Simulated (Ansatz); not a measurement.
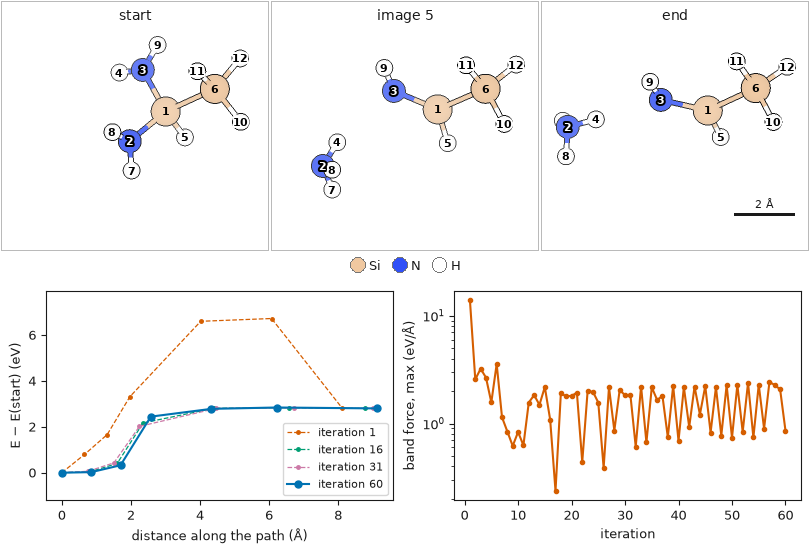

A nudged-elastic-band calculation for Si₂N₂H₈. Images are numbered from 0 (start) to 6 (end). The plot follows the band through its iterations. The picture is a ball-and-stick view, seen at a tilt.

The calculation used Ansatz, UHF/6-31G*. Settings: 5 movable images; climbing image; force threshold 0.05 eV/Å; iteration limit 60; spring constant 0.1 eV/Å²; starting path through a guess of the saddle point.

### Did the band converge, and can the barrier be trusted?

The result isn't final. The band hadn't converged when the run stopped after 60 iterations. The largest component of the band force went from 14 to 0.86 eV/Å. The barrier read from it is provisional: over the last two iterations the highest image moved from 2.85 eV to 2.84 eV. The spring constant is far from the usual few eV/Å², which spoils the spacing or the steps. The first iteration put the highest image at 6.72 eV. Forward barrier 2.84 eV, backward barrier 0.04 eV, with image 5 at the top; the reaction energy is +2.80 eV.

Cost: 6.5 min on 2 threads of AMD EPYC 7B13 (Zen 3) (shared host), peak memory 0.28 GiB.
